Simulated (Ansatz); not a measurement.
**Hypothetical zinc blende BiP, pressure series**

Start from BiP in the zinc blende structure (space group F-43m, No. 216; a = 6.501 Å; a hypothetical phase, not in the database extracts checked).

Cell and atoms are relaxed at each pressure.

Calculations: PBE (Ansatz, a program for electronic structure, PAW, spin-orbit coupling left out).

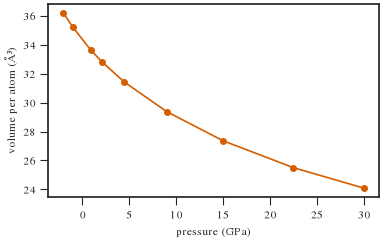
Volume against pressure

### Question
Estimate the zero-pressure bulk modulus from the plot.

### Answer
About 42 GPa; a third-order Birch–Murnaghan fit to the points gives V₀ = 34.35 Å³/atom, B₀ = 42 GPa and B₀′ = 3.9.

Load acts through the strain it causes; cell and atoms are relaxed under it. Whether these cells are dynamically stable was not tested. Competing high-pressure phases were not computed. The final runs are not spin-polarised.
